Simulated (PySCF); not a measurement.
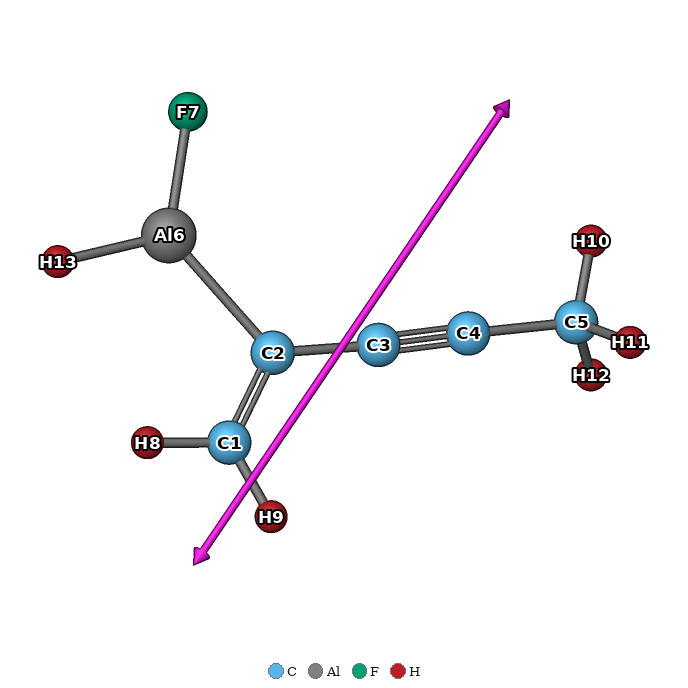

The double arrow shows the direction of the transition dipole to excited singlet state 2 (its length means nothing). Computed geometry: GFN2-xTB optimisation. No frequency run is at hand to confirm it as a minimum. Method: TDDFT PBE0/def2-SVPD, vertical, gas phase, core orbitals frozen in the response (PySCF 2.14.0).

> How is the transition polarised?

Nearly parallel to the C1–C2 bond.

> Where does the transition lie, and how strong is it?

4.86 eV (255 nm), oscillator strength 0.080, mainly HOMO → LUMO (weight 0.93); transition dipole 2.08 D.

The geometry is semi-empirical. Around Al such bond lengths and angles can be off by a tenth of an ångström or more and by several degrees, and values that hang on the shape move with them.
